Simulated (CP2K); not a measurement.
# PM6 run of GeNH4 (SMILES [NH][GeH3])

Aim: the energy difference between two shapes of GeNH4 at PM6, from 2 runs. 

The results are computed with CP2K 2026.2.

7 further runs of the same task are left out: 1 that didn't finish, 6 set aside as unsound or not needed.

## Step 1: The structure to begin with

GeNH4: 6 atoms, total charge 0, spin state doublet. As SMILES, `[NH][GeH3]`. Geometry: a GFN2-xTB relaxation, a rough one for these elements and not checked as a minimum.

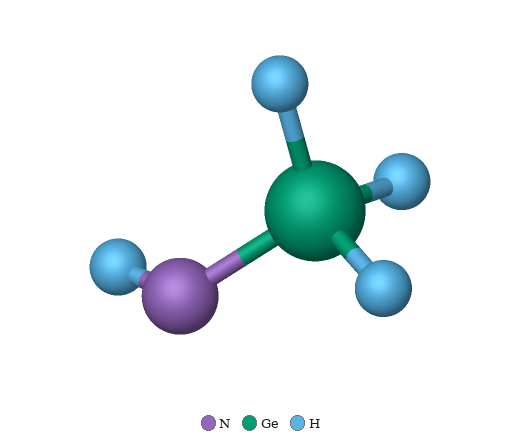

The structure, seen from a chosen angle (nitrogen purple, germanium teal, hydrogen blue).

## Step 2: Energy and gradient at PM6

cp2k_ase.py reads:

```python
import numpy as np
from ase import Atoms
from ase.calculators.cp2k import CP2K

atoms = Atoms(['N', 'Ge', 'H', 'H', 'H', 'H'],
              positions=[(0.435880, -1.179850, 0.467670),
                         (-0.250880, 0.263610, -0.245510),
                         (1.163620, -1.178980, 1.164870),
                         (-1.324780, -0.166750, -1.180150),
                         (0.789630, 1.057040, -0.997430),
                         (-0.813480, 1.204930, 0.790550)])
atoms.set_cell([18.5, 18.4, 18.3])
atoms.center()
template = """
&FORCE_EVAL
   METHOD QS
   &DFT
      CHARGE 0
      MULTIPLICITY 2
      SPIN_POLARIZED T
      &QS
         METHOD PM6
         EPS_DEFAULT 1.0E-10
         &SE
            &COULOMB
               CUTOFF [angstrom] 50
               RC_RANGE [angstrom] 0
            &END COULOMB
            &EXCHANGE
               CUTOFF [angstrom] 50
               RC_RANGE [angstrom] 0
            &END EXCHANGE
         &END SE
      &END QS
      &POISSON
         PERIODIC NONE
         POISSON_SOLVER ANALYTIC
      &END POISSON
      &SCF
         SCF_GUESS ATOMIC
         EPS_SCF 1.0E-06
         MAX_SCF 80
         ADDED_MOS 4
         &DIAGONALIZATION
            ALGORITHM STANDARD
         &END DIAGONALIZATION
         &MIXING
            METHOD DIRECT_P_MIXING
            ALPHA 0.4
         &END MIXING
      &END SCF
      # extra output
      &PRINT
         &MOMENTS
            PERIODIC F
            REFERENCE COM
            MAX_MOMENT 1
         &END MOMENTS
         &MO ON
            ENERGIES T
            OCCUPATION_NUMBERS T
            NDIGITS 6
            &EACH
               QS_SCF 0
            &END EACH
            ADD_LAST NUMERIC
         &END MO
         &HIRSHFELD OFF
         &END HIRSHFELD
      &END PRINT
   &END DFT
   # structure
   &SUBSYS
   &END SUBSYS
&END FORCE_EVAL
"""
calc = CP2K(command="cp2k.psmp -s", label="run", inp=template, basis_set=None, basis_set_file=None, potential_file=None, pseudo_potential=None, xc=None, cutoff=None, max_scf=None, charge=None, uks=False,
            force_eval_method=None, print_level="LOW", poisson_solver=None, stress_tensor=False)
atoms.calc = calc
print("E / eV:", round(atoms.get_potential_energy(), 6))
forces = atoms.get_forces()
print(np.array2string(forces, precision=5, suppress_small=True))
print("largest force / (eV/A): %.4f" % np.linalg.norm(forces, axis=1).max())
```

On the command line:

```sh
$ OMP_NUM_THREADS=1 python cp2k_ase.py
```

Output:

```text
E / eV: -311.697365
[[ 0.50406 -1.54853  0.53029]
 [-0.13069  1.36346 -0.19694]
 [-0.02248  0.21549 -0.01908]
 [-0.58124 -0.39436 -0.48368]
 [ 0.44389  0.15351 -0.27776]
 [-0.21355  0.21045  0.44716]]
largest force / (eV/A): 1.7127
```

run.out (excerpt; [...] marks lines left out):

```text
CP2K| version string:                                       CP2K version 2026.2
[...]
 GLOBAL| Method name                                                        CP2K
[...]
 GLOBAL| Run type                                                   ENERGY_FORCE
[...]
 *** WARNING in qs_kind_types.F:2264 :: Information provided in the input ***
 *** file regarding BASIS for KIND <N> will be ignored!                   ***
 *** WARNING in qs_kind_types.F:2264 :: Information provided in the input ***
 *** file regarding BASIS for KIND <Ge> will be ignored!                  ***
 *** WARNING in qs_kind_types.F:2264 :: Information provided in the input ***
 *** file regarding BASIS for KIND <H> will be ignored!                   ***
[...]
                             - Atoms:                                          6
[...]
                             - Spherical basis functions:                     12
[...]
 Number of electrons:                                                          7
[...]
     1 P_Mix/Diag. 0.40E+00    0.0     0.31202756        -8.4166770012 -8.42E+00
[...]
    23 DIIS/Diag.  0.49E-06    0.0     0.00000072       -11.4546678985 -3.86E-12
  *** SCF run converged in    23 steps ***
  Core-core repulsion energy [eV]:                            400.92148932460549
  Core Hamiltonian energy [eV]:                              -484.00389749359061
  Two-electron integral energy [eV]:                         -457.22991393263840
  Electronic energy [eV]:                                    -712.61885445990970
  Total energy [eV]:                                         -311.69736513530427
  Atomic reference energy [eV]:                               314.43053143303212
  Heat of formation [kcal/mol]:                                63.02831713500897
[...]
 SE_DIPOLE| Moment [Debye]         -0.38679832      -2.49226093      -0.24349900
 SE_DIPOLE| Derivative [a.u.]       0.00000000       0.00000000       0.00000000
 ENERGY| Total FORCE_EVAL ( QS ) energy [hartree]            -11.454667898496691
[...]
```

Wall time 1.4 s (1 thread of Arm Neoverse N1, shared host); peak memory 0.14 GiB.

## Step 3: The distorted shape

cp2k_ase.py reads:

```python
import numpy as np
from ase import Atoms
from ase.calculators.cp2k import CP2K

atoms = Atoms(['N', 'Ge', 'H', 'H', 'H', 'H'],
              positions=[(0.607886, -0.976787, 0.525602),
                         (-0.277856, 0.183037, -0.266363),
                         (1.199766, -1.147666, 1.313466),
                         (-1.275280, -0.050848, -1.109898),
                         (0.789258, 1.102007, -0.884834),
                         (-0.937930, 1.172588, 0.749457)])
atoms.set_cell([18.5, 18.3, 18.4])
atoms.center()
cp2k_input = """
&FORCE_EVAL
    METHOD QS
    &DFT
        CHARGE 0
        MULTIPLICITY 2
        SPIN_POLARIZED T
        &QS
            METHOD PM6
            EPS_DEFAULT 1.0E-10
            &SE
                &COULOMB
                    CUTOFF [angstrom] 50
                    RC_RANGE [angstrom] 0
                &END COULOMB
                &EXCHANGE
                    CUTOFF [angstrom] 50
                    RC_RANGE [angstrom] 0
                &END EXCHANGE
            &END SE
        &END QS
        &POISSON
            PERIODIC NONE
            POISSON_SOLVER ANALYTIC
        &END POISSON
        &SCF
            SCF_GUESS ATOMIC
            EPS_SCF 1.0E-06
            MAX_SCF 80
            ADDED_MOS 4
            &DIAGONALIZATION
                ALGORITHM STANDARD
            &END DIAGONALIZATION
            &MIXING
                METHOD DIRECT_P_MIXING
                ALPHA 0.4
            &END MIXING
        &END SCF
        &PRINT
            &MOMENTS
                PERIODIC F
                REFERENCE COM
                MAX_MOMENT 1
            &END MOMENTS
            &MO ON
                ENERGIES T
                OCCUPATION_NUMBERS T
                NDIGITS 6
                &EACH
                    QS_SCF 0
                &END EACH
                ADD_LAST NUMERIC
            &END MO
            &HIRSHFELD OFF
            &END HIRSHFELD
        &END PRINT
    &END DFT
    &SUBSYS
    &END SUBSYS
&END FORCE_EVAL
"""
cp2k = CP2K(command="cp2k.psmp -s", label="mol", inp=cp2k_input, basis_set=None, basis_set_file=None, potential_file=None, pseudo_potential=None, xc=None, cutoff=None, max_scf=None, charge=None, uks=False,
            force_eval_method=None, print_level="LOW", poisson_solver=None, stress_tensor=False)
atoms.calc = cp2k
print("E / eV:", round(atoms.get_potential_energy(), 6))
forces = atoms.get_forces()
print(np.array2string(forces, precision=5, suppress_small=True))
print("largest force / (eV/A): %.4f" % np.linalg.norm(forces, axis=1).max())
```

On the command line:

```sh
$ OMP_NUM_THREADS=1 python cp2k_ase.py
```

Output:

```text
E / eV: -310.717547
[[ 1.43535 -3.14017  0.68462]
 [ 2.02964  4.2026   2.73493]
 [-0.25886  0.6179   0.04821]
 [-3.54885 -1.62874 -3.30585]
 [ 0.25431  0.02356 -0.24776]
 [ 0.08841 -0.07516  0.08586]]
largest force / (eV/A): 5.4094
```

mol.out (excerpt; [...] marks lines left out):

```text
CP2K| version string:                                       CP2K version 2026.2
[...]
 GLOBAL| Method name                                                        CP2K
[...]
 GLOBAL| Run type                                                   ENERGY_FORCE
[...]
 *** WARNING in qs_kind_types.F:2264 :: Information provided in the input ***
 *** file regarding BASIS for KIND <N> will be ignored!                   ***
 *** WARNING in qs_kind_types.F:2264 :: Information provided in the input ***
 *** file regarding BASIS for KIND <Ge> will be ignored!                  ***
 *** WARNING in qs_kind_types.F:2264 :: Information provided in the input ***
 *** file regarding BASIS for KIND <H> will be ignored!                   ***
[...]
                             - Atoms:                                          6
[...]
                             - Spherical basis functions:                     12
[...]
 Number of electrons:                                                          7
[...]
     1 P_Mix/Diag. 0.40E+00    0.0     0.33931880        -8.3323005781 -8.33E+00
[...]
    29 DIIS/Diag.  0.36E-06    0.0     0.00000060       -11.4186602515 -1.89E-11
  *** SCF run converged in    29 steps ***
  Core-core repulsion energy [eV]:                            409.36436936541372
  Core Hamiltonian energy [eV]:                              -487.26439220421770
  Two-electron integral energy [eV]:                         -465.63504878331889
  Electronic energy [eV]:                                    -720.08191659587726
  Total energy [eV]:                                         -310.71754723046348
  Atomic reference energy [eV]:                               314.43053143303212
  Heat of formation [kcal/mol]:                                85.62345658635046
[...]
 SE_DIPOLE| Moment [Debye]          0.14723918      -1.87648532      -0.24352688
 SE_DIPOLE| Derivative [a.u.]       0.00000000       0.00000000       0.00000000
 ENERGY| Total FORCE_EVAL ( QS ) energy [hartree]            -11.418660251475066
[...]
```

Wall time 1.4 s (1 thread of Arm Neoverse N1, shared host); peak memory 0.14 GiB.

## Step 4: Outcome

Level: PM6.

```
                                           quantity          value
                          first shape: total energy   -11.45467 Eh
                         first shape: dipole moment         2.53 D
    first shape: HOMO energy (highest over α and β)       -9.27 eV
     first shape: LUMO energy (lowest over α and β)        0.03 eV
                     first shape: heat of formation  63.0 kcal/mol
                      distorted shape: total energy   -11.41866 Eh
                     distorted shape: dipole moment         1.90 D
distorted shape: HOMO energy (highest over α and β)       -8.54 eV
 distorted shape: LUMO energy (lowest over α and β)        0.21 eV
                 distorted shape: heat of formation  85.6 kcal/mol
             energy change with the atoms displaced       0.980 eV
```

In words: With the atoms displaced the energy rises by 0.98 eV (94.5 kJ/mol). The first shape isn't relaxed at this level, so the change isn't measured from a minimum.
